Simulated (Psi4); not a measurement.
# HCl: frequency calculation (part 2 of 3)

The same run, continued: HCl, SMILES Cl; PBE0/def2-SVP, RKS, dispersion D4 (Psi4 1.11). The geometry was optimised with PBE0/def2-SVP.

Geometry of the input (Å):
```
Cl 0.5462  -0.1786  0.2809
H  -0.5517  0.1804  -0.2838
```

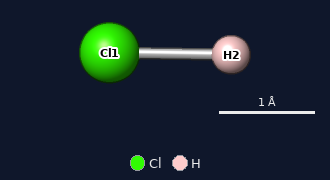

Fig. 1: The structure (ball-and-stick view, seen at a tilt; atoms are numbered from 1 in the order of the input).

**What the program printed, continued**
```
Properties computed using the SCF density matrix

 Multipole Moments:

 ------------------------------------------------------------------------------------
     Multipole            Electronic (a.u.)      Nuclear  (a.u.)        Total (a.u.)
 ------------------------------------------------------------------------------------

 L = 1.  Multiply by 2.5417464519 to convert [e a0] to [Debye]
 Dipole X            :          0.0000000            0.0000000            0.0000000
 Dipole Y            :          0.0000000            0.0000000            0.0000000
 Dipole Z            :         -0.6639491            1.2070191            0.5430699
 Magnitude           :                                                    0.5430699

 ------------------------------------------------------------------------------------

	total time  =          1 seconds =       0.02 minutes

         ------------------------------------------------------------
                                   SCF GRAD
         ------------------------------------------------------------

  ==> Geometry <==

    Molecular point group: c2v
    Full point group: C_inf_v

    Geometry (in Bohr), charge = 0, multiplicity = 1:

       Center              X                  Y                   Z               Mass
    ------------   -----------------  -----------------  -----------------  -----------------
         CL           0.000000000000     0.000000000000    -0.068203398946    34.968852682000
         H            0.000000000000     0.000000000000     2.366476852503     1.007825032230

  Nuclear repulsion =    6.982436395859819

   => Molecular Quadrature <=

    Radial Scheme          =       TREUTLER
    Pruning Scheme         =           NONE
    Nuclear Scheme         =       TREUTLER

    Blocking Scheme        =         OCTREE
    BS radius alpha        =              1
    Pruning alpha          =              1
    Radial Points          =             75
    Spherical Points       =            302
    Total Points           =          42355
    Total Blocks           =            376
    Max Points             =            255
    Max Functions          =             23
    Weights Tolerance      =       1.00E-15

  -Total Gradient:
     Atom            X                  Y                   Z
    ------   -----------------  -----------------  -----------------
       1       -0.000000000000    -0.000000000000    -0.001985933850
       2       -0.000000000000    -0.000000000000     0.001988914807

	total time  =          0 seconds =       0.00 minutes

    Psi4 run time: 0:00:00.79

    -----------------------------------------------------------------------
                               Psi4 1.11 release

    h
    h
    h

    -----------------------------------------------------------------------

    Memory:     1.5 GiB
    Threads:    1
                ecpint, einsums, f̶o̶r̶t̶e̶, gauxc, gcp, g̶d̶m̶a̶, geometric, g̶p̶u̶_̶d̶f̶c̶c̶,
                i̶n̶t̶e̶g̶r̶a̶t̶o̶r̶x̶x̶, i̶p̶i̶, libefp, m̶d̶i̶, m̶p̶2̶d̶, m̶r̶c̶c̶, ooo,
                o̶p̶e̶n̶f̶e̶r̶m̶i̶o̶n̶p̶s̶i̶4̶, pcmsolver, p̶s̶i̶4̶f̶o̶c̶k̶c̶i̶, p̶s̶i̶x̶a̶s̶,
                p̶y̶e̶i̶n̶s̶u̶m̶s̶, r̶e̶s̶p̶, s̶i̶m̶i̶n̶t̶, s̶n̶s̶m̶p̶2̶,
                v̶2̶r̶d̶m̶_̶c̶a̶s̶s̶c̶f̶

gradient() will perform analytic gradient computation.

  ==> Geometry <==

    Molecular point group: c2v
    Full point group: C_inf_v

    Geometry (in Bohr), charge = 0, multiplicity = 1:

       Center              X                  Y                   Z               Mass
    ------------   -----------------  -----------------  -----------------  -----------------
         CL           0.000000000000     0.000000000000    -0.067920363159    34.968852682000
         H            0.000000000000     0.000000000000     2.356656262203     1.007825032230

  Running in c2v symmetry.

  Rotational constants: A = ************  B =     10.45387  C =     10.45387 [cm^-1]
  Rotational constants: A = ************  B = 313399.02213  C = 313399.02213 [MHz]
  Nuclear repulsion =    7.011533404295423

  Charge       = 0
  Multiplicity = 1
  Electrons    = 18
  Nalpha       = 9
  Nbeta        = 9

   => Molecular Quadrature <=

    Radial Scheme          =       TREUTLER
    Pruning Scheme         =           NONE
    Nuclear Scheme         =       TREUTLER

    Blocking Scheme        =         OCTREE
    BS radius alpha        =              1
    Pruning alpha          =              1
    Radial Points          =             75
    Spherical Points       =            302
    Total Points           =          42354
    Total Blocks           =            373
    Max Points             =            256
    Max Functions          =             23
    Weights Tolerance      =       1.00E-15

   => Auxiliary Basis Set <=

  Basis Set: (DEF2-SVP AUX)
    Blend: DEF2-UNIVERSAL-JKFIT
    Number of shells: 44
    Number of basis functions: 146
    Number of Cartesian functions: 175
    Spherical Harmonics?: true
    Max angular momentum: 4

  Cached 100.0% of DFT collocation blocks in 0.026 [GiB].

  Minimum eigenvalue in the overlap matrix is 5.5193123544E-02.
  Reciprocal condition number of the overlap matrix is 1.8008966894E-02.
    Using symmetric orthogonalization.

  ==> Iterations <==

                           Total Energy        Delta E     RMS |[F,P]|

   @DF-RKS iter SAD:  -460.40718147598903   -4.60407e+02   0.00000e+00
   @DF-RKS iter   1:  -460.48599166758123   -7.88102e-02   1.28190e-02 DIIS/ADIIS
   @DF-RKS iter   2:  -460.49337249875316   -7.38083e-03   9.66586e-03 DIIS/ADIIS
   @DF-RKS iter   3:  -460.50225345313578   -8.88095e-03   5.90741e-04 DIIS/ADIIS
   @DF-RKS iter   4:  -460.50229220814504   -3.87550e-05   9.82434e-05 DIIS
   @DF-RKS iter   5:  -460.50229328191864   -1.07377e-06   2.29493e-06 DIIS
   @DF-RKS iter   6:  -460.50229328265226   -7.33621e-10   2.87932e-07 DIIS
   @DF-RKS iter   7:  -460.50229328266340   -1.11413e-11   2.08595e-08 DIIS
   @DF-RKS iter   8:  -460.50229328266363   -2.27374e-13   1.78881e-09 DIIS
  Energy and wave function converged.

  ==> Post-Iterations <==

   Electrons on quadrature grid:
      Ntotal   =   17.9999999774 ; deviation = -2.257e-08

    Final Occupation by Irrep:
             A1    A2    B1    B2
    DOCC [     5,    0,    2,    2 ]
    NA   [     5,    0,    2,    2 ]
    NB   [     5,    0,    2,    2 ]

  @DF-RKS Final Energy:  -460.50229328266363

   => Energetics <=

    Nuclear Repulsion Energy =              7.0115334042954229
    One-Electron Energy =                -649.8814055042782911
    Two-Electron Energy =                 203.8562904407314420
    DFT Exchange-Correlation Energy =     -21.4885432674060901
    Empirical Dispersion Energy =          -0.0001683560060784
    VV10 Nonlocal Energy =                  0.0000000000000000
    Total Energy =                       -460.5022932826636861

Computation Completed

Properties will be evaluated at   0.000000,   0.000000,   0.000000 [a0]

Properties computed using the SCF density matrix

 Multipole Moments:

 ------------------------------------------------------------------------------------
     Multipole            Electronic (a.u.)      Nuclear  (a.u.)        Total (a.u.)
 ------------------------------------------------------------------------------------

 L = 1.  Multiply by 2.5417464519 to convert [e a0] to [Debye]
 Dipole X            :          0.0000000            0.0000000            0.0000000
 Dipole Y            :          0.0000000            0.0000000            0.0000000
 Dipole Z            :         -0.6608955            1.2020101            0.5411146
 Magnitude           :                                                    0.5411146

 ------------------------------------------------------------------------------------

	total time  =          0 seconds =       0.00 minutes

         ------------------------------------------------------------
                                   SCF GRAD
         ------------------------------------------------------------

  ==> Geometry <==

    Molecular point group: c2v
    Full point group: C_inf_v

    Geometry (in Bohr), charge = 0, multiplicity = 1:

       Center              X                  Y                   Z               Mass
    ------------   -----------------  -----------------  -----------------  -----------------
         CL           0.000000000000     0.000000000000    -0.067920363159    34.968852682000
         H            0.000000000000     0.000000000000     2.356656262203     1.007825032230

  Nuclear repulsion =    7.011533404295423

   => Molecular Quadrature <=

    Radial Scheme          =       TREUTLER
    Pruning Scheme         =           NONE
    Nuclear Scheme         =       TREUTLER

    Blocking Scheme        =         OCTREE
    BS radius alpha        =              1
    Pruning alpha          =              1
    Radial Points          =             75
    Spherical Points       =            302
    Total Points           =          42354
    Total Blocks           =            373
    Max Points             =            256
    Max Functions          =             23
    Weights Tolerance      =       1.00E-15

  -Total Gradient:
     Atom            X                  Y                   Z
    ------   -----------------  -----------------  -----------------
       1        0.000000000000     0.000000000000     0.001413893720
       2        0.000000000000    -0.000000000000    -0.001410966706

	total time  =          1 seconds =       0.02 minutes

    Psi4 run time: 0:00:00.76

    -----------------------------------------------------------------------
                               Psi4 1.11 release

    h
    h
    h

    -----------------------------------------------------------------------

    Memory:     1.5 GiB
    Threads:    1
                ecpint, einsums, f̶o̶r̶t̶e̶, gauxc, gcp, g̶d̶m̶a̶, geometric, g̶p̶u̶_̶d̶f̶c̶c̶,
                i̶n̶t̶e̶g̶r̶a̶t̶o̶r̶x̶x̶, i̶p̶i̶, libefp, m̶d̶i̶, m̶p̶2̶d̶, m̶r̶c̶c̶, ooo,
                o̶p̶e̶n̶f̶e̶r̶m̶i̶o̶n̶p̶s̶i̶4̶, pcmsolver, p̶s̶i̶4̶f̶o̶c̶k̶c̶i̶, p̶s̶i̶x̶a̶s̶,
                p̶y̶e̶i̶n̶s̶u̶m̶s̶, r̶e̶s̶p̶, s̶i̶m̶i̶n̶t̶, s̶n̶s̶m̶p̶2̶,
                v̶2̶r̶d̶m̶_̶c̶a̶s̶s̶c̶f̶

gradient() will perform analytic gradient computation.

  ==> Geometry <==

    Molecular point group: cs
    Full point group: C_inf_v

    Geometry (in Bohr), charge = 0, multiplicity = 1:

       Center              X                  Y                   Z               Mass
    ------------   -----------------  -----------------  -----------------  -----------------
         CL          -0.000141517893     0.000000000000    -0.068061881052    34.968852682000
         H            0.004910295150     0.000000000000     2.361566557353     1.007825032230

  Running in cs symmetry.

  Rotational constants: A = ************  B =     10.41039  C =     10.41039 [cm^-1]
  Rotational constants: A = ************  B = 312095.75584  C = 312095.75584 [MHz]
  Nuclear repulsion =    6.996939525153090

  Charge       = 0
  Multiplicity = 1
  Electrons    = 18
  Nalpha       = 9
  Nbeta        = 9

   => Molecular Quadrature <=

    Radial Scheme          =       TREUTLER
    Pruning Scheme         =           NONE
    Nuclear Scheme         =       TREUTLER

    Blocking Scheme        =         OCTREE
    BS radius alpha        =              1
    Pruning alpha          =              1
    Radial Points          =             75
    Spherical Points       =            302
    Total Points           =          42355
    Total Blocks           =            372
    Max Points             =            250
    Max Functions          =             23
    Weights Tolerance      =       1.00E-15

   => Auxiliary Basis Set <=

  Basis Set: (DEF2-SVP AUX)
    Blend: DEF2-UNIVERSAL-JKFIT
    Number of shells: 44
    Number of basis functions: 146
    Number of Cartesian functions: 175
    Spherical Harmonics?: true
    Max angular momentum: 4

  Cached 100.0% of DFT collocation blocks in 0.027 [GiB].

  Minimum eigenvalue in the overlap matrix is 5.5356643051E-02.
  Reciprocal condition number of the overlap matrix is 1.8078719033E-02.
    Using symmetric orthogonalization.

  ==> Pre-Iterations <==

  SCF Guess: Superposition of Atomic Densities via on-the-fly atomic UHF (no occupation information).

   -------------------------
    Irrep   Nso     Nmo
   -------------------------
     A'        17      17
     A"         6       6
   -------------------------
    Total      23      23
   -------------------------

  ==> Iterations <==

                           Total Energy        Delta E     RMS |[F,P]|

   @DF-RKS iter SAD:  -460.40580006485470   -4.60406e+02   0.00000e+00
   @DF-RKS iter   1:  -460.48592809972911   -8.01280e-02   9.93957e-03 DIIS/ADIIS
   @DF-RKS iter   2:  -460.49328152866804   -7.35343e-03   7.51768e-03 DIIS/ADIIS
   @DF-RKS iter   3:  -460.50225828429274   -8.97676e-03   4.46404e-04 DIIS/ADIIS
   @DF-RKS iter   4:  -460.50229500406499   -3.67198e-05   7.58172e-05 DIIS
   @DF-RKS iter   5:  -460.50229607069480   -1.06663e-06   1.79986e-06 DIIS
   @DF-RKS iter   6:  -460.50229607143802   -7.43228e-10   2.21737e-07 DIIS
   @DF-RKS iter   7:  -460.50229607144945   -1.14255e-11   1.64996e-08 DIIS
   @DF-RKS iter   8:  -460.50229607144905    3.97904e-13   1.41705e-09 DIIS
  Energy and wave function converged.

  ==> Post-Iterations <==

   Electrons on quadrature grid:
      Ntotal   =   17.9999999766 ; deviation = -2.345e-08

    Final Occupation by Irrep:
             Ap   App
    DOCC [     7,    2 ]
    NA   [     7,    2 ]
    NB   [     7,    2 ]

  @DF-RKS Final Energy:  -460.50229607144905

   => Energetics <=

    Nuclear Repulsion Energy =              6.9969395251530901
    One-Electron Energy =                -649.8539742505624872
    Two-Electron Energy =                 203.8427769682040491
    DFT Exchange-Correlation Energy =     -21.4878698809843556
    Empirical Dispersion Energy =          -0.0001684332592952
    VV10 Nonlocal Energy =                  0.0000000000000000
    Total Energy =                       -460.5022960714491091

Computation Completed

Properties will be evaluated at   0.000000,   0.000000,   0.000000 [a0]

Properties computed using the SCF density matrix

 Multipole Moments:

 ------------------------------------------------------------------------------------
     Multipole            Electronic (a.u.)      Nuclear  (a.u.)        Total (a.u.)
 ------------------------------------------------------------------------------------

 L = 1.  Multiply by 2.5417464519 to convert [e a0] to [Debye]
 Dipole X            :         -0.0013773            0.0025045            0.0011271
 Dipole Y            :          0.0000000            0.0000000            0.0000000
 Dipole Z            :         -0.6624216            1.2045146            0.5420930
 Magnitude           :                                                    0.5420942

 ------------------------------------------------------------------------------------

	total time  =          0 seconds =       0.00 minutes
```
